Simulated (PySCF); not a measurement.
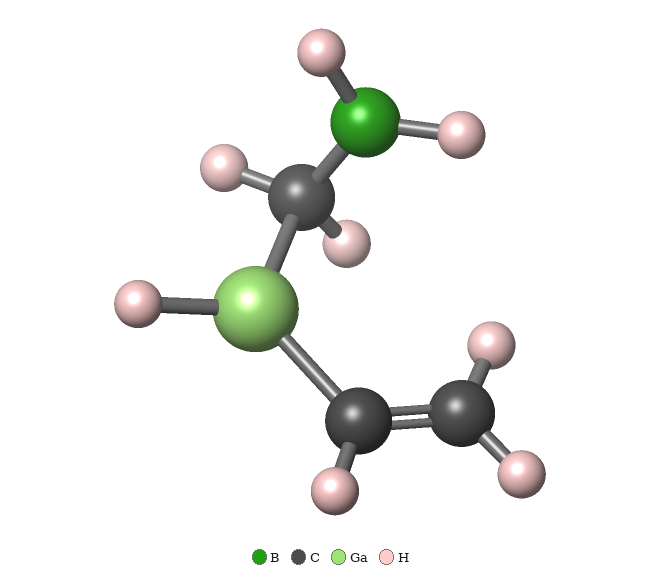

Computed geometry: PBE0-D3(BJ)/def2-SVP optimisation. No frequency run is at hand to confirm it as a minimum. Program: PySCF 2.14.0.

Compare HOMO–LUMO gap (eV), lowest singlet excitation (eV) at these levels: B3LYP/def2-SVPD; BHandHLYP/def2-SVPD; CAM-B3LYP/def2-SVPD; LC-wPBE/def2-SVPD; PBE/def2-SVPD; PBE0/6-31G*; PBE0/def2-SVP; PBE0/def2-SVPD; PBE0/def2-TZVP; ωB97X-D/def2-SVPD.

```csv
level,HOMO–LUMO gap (eV),lowest singlet excitation (eV)
B3LYP/def2-SVPD,5.44,4.44
BHandHLYP/def2-SVPD,7.78,4.94
CAM-B3LYP/def2-SVPD,8.17,4.71
LC-wPBE/def2-SVPD,10.66,5.03
PBE/def2-SVPD,3.90,4.08
PBE0/6-31G*,5.90,4.58
PBE0/def2-SVP,5.92,4.59
PBE0/def2-SVPD,5.91,4.58
PBE0/def2-TZVP,5.89,4.56
ωB97X-D/def2-SVPD,9.42,4.75
```
